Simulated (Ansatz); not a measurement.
Where the default PAW files enter, the runs use the earlier of Ansatz's two default sets.

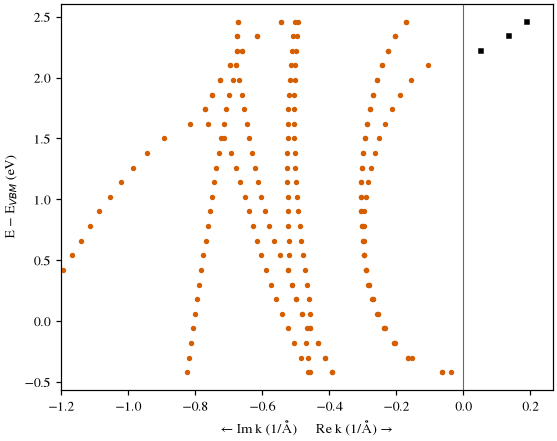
Figure. Complex bands at the centre of the two-dimensional zone; r2SCAN (Ansatz, a program for electronic structure)

The gap is the functional's own, uncorrected, and κ follows it; spin-orbit coupling is left out. Mid-gap means the computed energy nearest the middle.

**Question.** This is BaTiO$_{3}$ (P4mm, 5 atoms a cell, 13.1 Å³ an atom, -2 GPa at this level) along the normal of (100). Read off the slowest decay at the centre of the two-dimensional zone at 1.14 eV, the computed energy nearest the middle of the gap.

**Answer.** κ ≈ 0.28 1/Å, a decay length 1/(2κ) of the density of 1.8 Å.
